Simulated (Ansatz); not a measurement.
# Pressure series in hypothetical diamond Be

The parent structure is Be in the diamond structure (space group Fd-3m, No. 227; a = 4.897 Å; a hypothetical phase, not in the database extracts checked).

Cell and atoms are relaxed at each pressure.

Calculations: PBE in Ansatz (plane waves to 420 eV, PAW, without spin-orbit coupling).

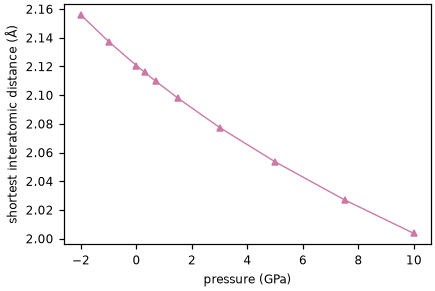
Figure: Shortest interatomic distance against pressure

Problem. From the plot, what is the shortest interatomic distance for pressure 0.7 GPa?

Solution. About 2.11 Å.

Problem. Is the trend monotonic over the range shown?

Solution. Yes, it falls throughout, spanning 2.004 Å to 2.156 Å.

Load acts through the strain it causes; cell and atoms are relaxed under it. No phonon test of stability was made. No other phases were tried under pressure.

Ansatz is a program for electronic structure.
